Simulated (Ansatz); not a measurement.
```json
{"atom": "F", "x (Å)": "0.4577", "y (Å)": "-2.7132", "z (Å)": "0.0606"}
{"atom": "Ga", "x (Å)": "0.6740", "y (Å)": "-1.0938", "z (Å)": "0.6544"}
{"atom": "F", "x (Å)": "1.6942", "y (Å)": "-0.7761", "z (Å)": "2.0256"}
{"atom": "O", "x (Å)": "-0.9385", "y (Å)": "-0.0741", "z (Å)": "0.8435"}
{"atom": "Ga", "x (Å)": "-0.6746", "y (Å)": "1.0937", "z (Å)": "-0.6539"}
{"atom": "F", "x (Å)": "-0.4572", "y (Å)": "2.7135", "z (Å)": "-0.0615"}
{"atom": "F", "x (Å)": "-1.6933", "y (Å)": "0.7758", "z (Å)": "-2.0262"}
{"atom": "O", "x (Å)": "0.9379", "y (Å)": "0.0741", "z (Å)": "-0.8430"}
{"atom": "H", "x (Å)": "-1.1500", "y (Å)": "0.3079", "z (Å)": "1.7002"}
{"atom": "H", "x (Å)": "1.1498", "y (Å)": "-0.3077", "z (Å)": "-1.6997"}
```

Geometry: PBE0-D4/def2-TZVP.

These are results of RKS PBE0-D4/def2-TZVPP (Ansatz), not measurements.

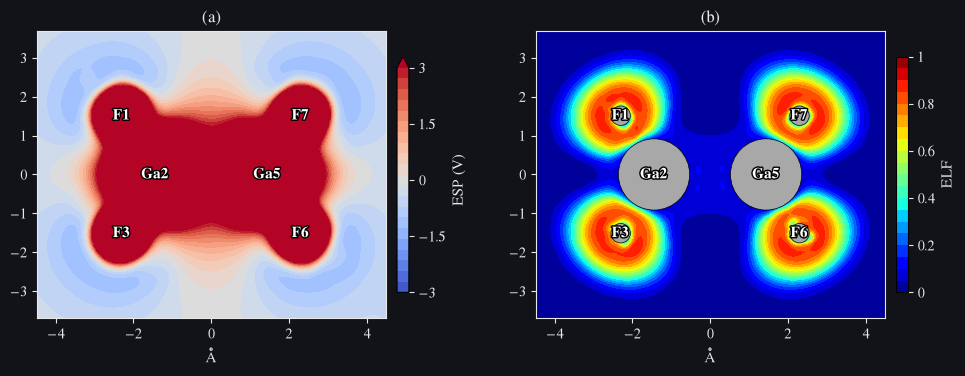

F₄Ga₂H₂O₂ (SMILES [F][Ga-]1([F])[OH+][Ga-]([F])([F])[OH+]1). (a) electrostatic potential; (b) electron localisation function on the plane of atoms F1, Ga2 and F3. Grey discs cover the atomic cores in the ELF map.

> What does the map show?

- The plane passes through F and Ga nuclei.
- Ga–F (1.74 Å): the ELF peaks at about 0.80 in the valence shell of F, 0.5 Å from its nucleus, and is about 0.20 at the midpoint.
- The ELF also peaks beside F3, F6, F1 and F7, away from the bonds: lone-pair regions.
- Outside the dense part of the molecule the potential is most negative (−1.2 V) near F1, F3, F6 and F7.
